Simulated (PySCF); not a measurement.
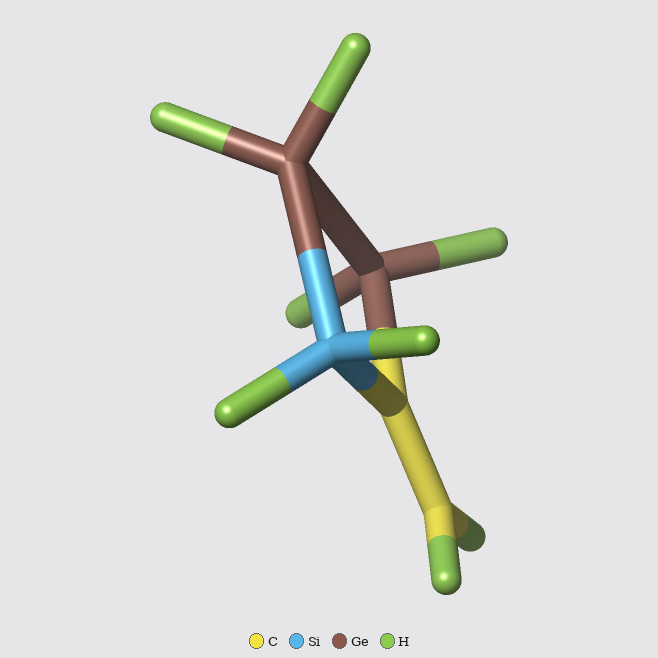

The computed structure is the end point of a GFN2-xTB optimisation. No frequency run is at hand to confirm it as a minimum.

Give the structural formula.

SMILES: C=[C]1[SiH2][GeH2][GeH2]1

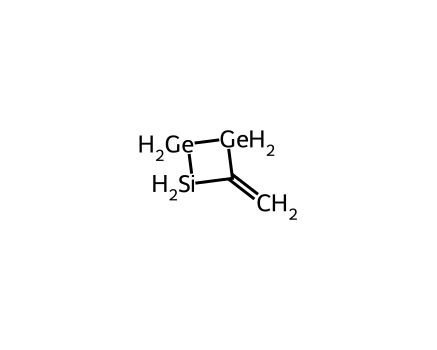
